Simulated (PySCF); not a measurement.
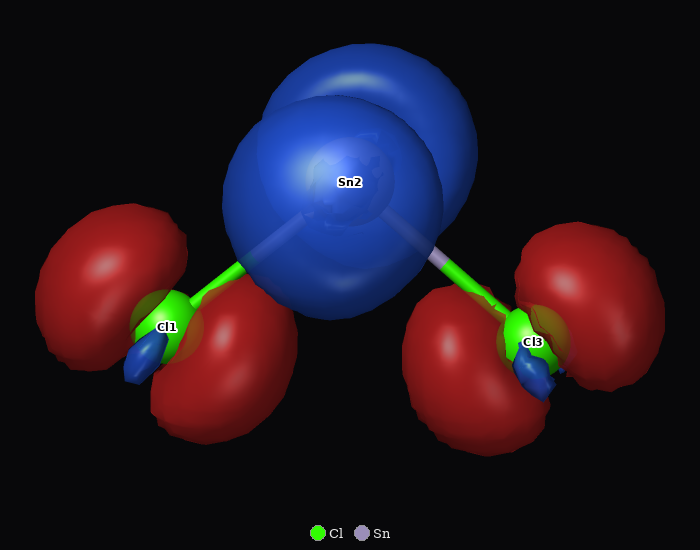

Figure 1: Cl₂Sn, SMILES `Cl[Sn]Cl`. Unrelaxed difference density of S₂ less the ground state (TDA singlet states), ±0.03 e/Å³; blue: gain, red: loss.

Computed with PySCF, M06-2X/def2-TZVP, geometry: GFN2-xTB. Core potentials replace the inner electrons of Sn; spin–orbit coupling isn't included. No frequency check shows the geometry to be a minimum. GFN2-xTB bond lengths at metals and heavier atoms can be off by up to 0.1 Å and shapes distorted, which carries into these values. Without diffuse functions Rydberg states are missing, so the states' numbers hold for this basis only.

Input script:

```python
import numpy as np
from pyscf import gto, scf, dft, tdscf
from pyscf.scf import atom_ks, atom_hf
from scipy.linalg import block_diag

def solve(mol, dm0=None, hcore=None):
    mf = (dft.UKS if mol.spin else dft.RKS)(mol, xc='m062x')
    mf.grids.level = 3
    mf = mf.density_fit(auxbasis='def2-universal-jkfit')
    mf.conv_tol, mf.max_cycle = 1e-8, 80
    if hcore is not None:
        mf.get_hcore = lambda *args: hcore
    mf.kernel(dm0)
    if not mf.converged:
        mf = mf.newton().run(mf.mo_coeff, mf.mo_occ, max_cycle=30)
    assert mf.converged, 'SCF not converged'
    return mf

mol = gto.M(atom='''
Cl     1.81450     0.91463     0.00000
Sn     0.00003    -0.62192     0.00000
Cl    -1.81460     0.91454     0.00000
''', basis='def2-tzvp', ecp={'Sn': 'def2-tzvp'}, charge=0, spin=0, verbose=4)
mf = solve(mol)
td = mf.TDA()
td.nstates, td.singlet, td.conv_tol = 5, True, 1e-5
td.kernel()
td.analyze()
x, y = np.array([p[0] for p in td.xy]), np.array([p[1] + 0 * p[0] for p in td.xy])
f, mu = td.oscillator_strength(), td.transition_dipole()
nto = [td.get_nto(state=i + 1, verbose=4) for i in range(len(td.e))]
# spherically averaged free atoms, for the promolecule
atom_ks.AtomSphAverageRKS.init_guess_by_vsap = lambda self, mol=None: self.init_guess_by_minao(mol)  # core potentials
atm = atom_ks.get_atm_nrks(mol, xc='m062x')
pro = block_diag(*[(atm[a[0]][2] * atm[a[0]][3]) @ atm[a[0]][2].T for a in mol._atom])
np.savez('result.npz', e=td.e, f=f, ok=td.converged, w=[n[0] for n in nto], nto=[n[1] for n in nto], x=x, y=y, c=mf.mo_coeff, occ=mf.mo_occ, eps=mf.mo_energy, pro=pro, mu=mu)
```

Launched as:

```sh
OMP_NUM_THREADS=1 python input.py
```

The run took 110 s on 1 thread of Intel(R) Xeon(R) 6975P-C (Granite Rapids), on a shared host, peak memory 0.69 GiB.

Question: How does the charge move on excitation?

Answer: 0.89 e is displaced in all, of which about 0.8 e passes between atoms: Cl1 and Cl3 (0.38 e each) lose electrons and Sn2 (0.77 e) gains them. The state: 4.81 eV (258 nm), f = 0.000 (dark); the leading pair carries 100 %; hole on Cl1 and Cl3 (47 % each) and Sn2 (5 %), electron on Sn2 (82 %) and Cl1 and Cl3 (9 % each); their centroids lie 1.3 Å apart.
